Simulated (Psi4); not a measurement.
# CHClF2 (difluorochloromethane): TPSSh/def2-SVPD (density fitting, sweep point 1)

Wanted: energy and gradient of CHClF2 (difluorochloromethane). 

The results are computed with Psi4 1.11.

5 further runs of the same task are left out: 5 set aside as unsound or not needed.

### Step 1. The system as given

The species is CHClF2 (5 atoms), meant as a singlet with charge 0. As SMILES, `FC(F)Cl`. Geometry: relaxed at PBE0-D4/def2-TZVP.

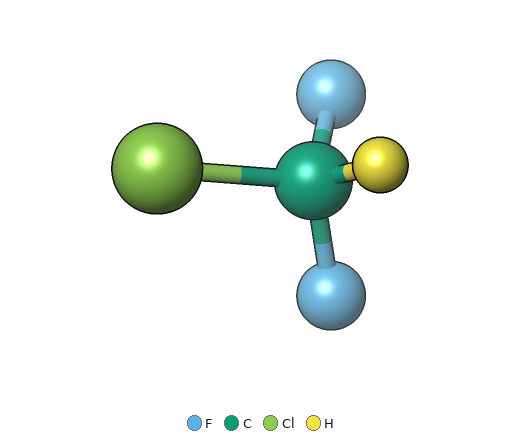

Viewed from a chosen angle; fluorine blue, carbon teal, chlorine green, hydrogen yellow.

### Step 2. Energy and gradient at TPSSh/def2-SVPD (density fitting, sweep point 1)

job.py reads:

```python
import psi4

psi4.set_memory('1600 MB')
psi4.set_num_threads(1)
psi4.set_output_file('chclf2.out', False)

mol = psi4.geometry("""
F      0.038900    -0.568100     1.222300
C      0.109400     0.023600     0.028300
F      0.844200    -0.745900    -0.776900
Cl    -1.511000     0.208900    -0.640800
H      0.568600     1.007800     0.125800
symmetry c1
""")

options = {'basis': 'def2-SVPD', 'scf_type': 'df', 'guess': 'sad'}
psi4.set_options(options)

e = psi4.gradient('tpssh')
print('gradient / Eh bohr^-1')
print(e.np.round(6))
```

Command:

```sh
$ python job.py
```

Q: Predict the results. Wanted: total energy; dipole moment; HOMO energy; LUMO energy; HOMO–LUMO gap; largest force on an atom.

**Answer.** As computed:

Level: TPSSh/def2-SVPD (density fitting, sweep point 1).

```
                quantity          value
            total energy  -698.29318 Eh
           dipole moment         1.43 D
             HOMO energy       -8.98 eV
             LUMO energy       -0.35 eV
           HOMO–LUMO gap        8.63 eV
largest force on an atom     0.527 eV/Å
```

In words: The largest force is 0.53 eV/Å: the shape isn't a stationary point for this species at this level.
